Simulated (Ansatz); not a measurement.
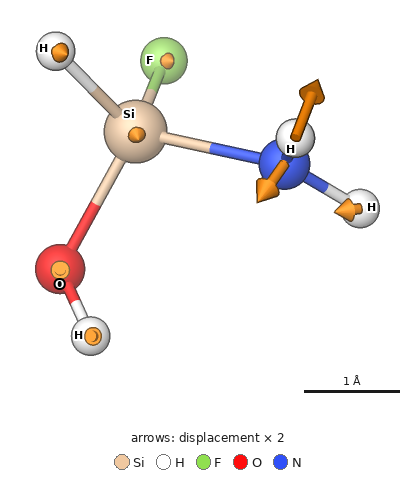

A relaxation of SiNH$_{4}$OF. The starting structure is drawn; orange arrows show the displacements, magnified 2 times. The two geometries are superimposed by the best rigid fit.

Style: ball-and-stick. Shown at a tilt.

The run prepares the start of a later molecular dynamics calculation, from a guessed geometry.

The calculation used RKS r2SCAN/STO-3G in Ansatz 0.2.0. Set-up: no spin polarisation; force threshold 0.02 eV/Å; at most 40 steps.

> Which element moves most?

Hydrogen: up to 0.44 Å, against 0.31 Å for nitrogen.

> What did the optimiser do to the structure, and how much energy did it gain?

The atom that moves furthest after the best rigid fit is an H atom (0.44 Å). Largest moves by element: H 0.44 Å, N 0.31 Å, O 0.11 Å, Si 0.09 Å, F 0.08 Å. Among the contacts that change: N–Si 1.819 → 1.767 Å, F–Si 1.590 → 1.635 Å, O–Si 1.679 → 1.706 Å, H–N 1.060 → 1.048 Å. Among the angles between lasting bonds that change: H–N–H 120.0° → 104.1°, Si–N–H 120.0° → 111.4°, Si–N–H 120.0° → 111.7°. After 10 accepted moves (11 points after the start) the energy has fallen by 10.5 kcal/mol. Largest force component: 2.9 eV/Å at the start, 0.019 eV/Å at the end. The line search rejected the trial step at point 5 of the run. Cost: 33 s on 1 thread of Arm Neoverse V1, with other jobs on the host, peak memory 0.15 GiB.

Limits of the set-up: STO-3G is a minimal basis, so the numbers are rough.
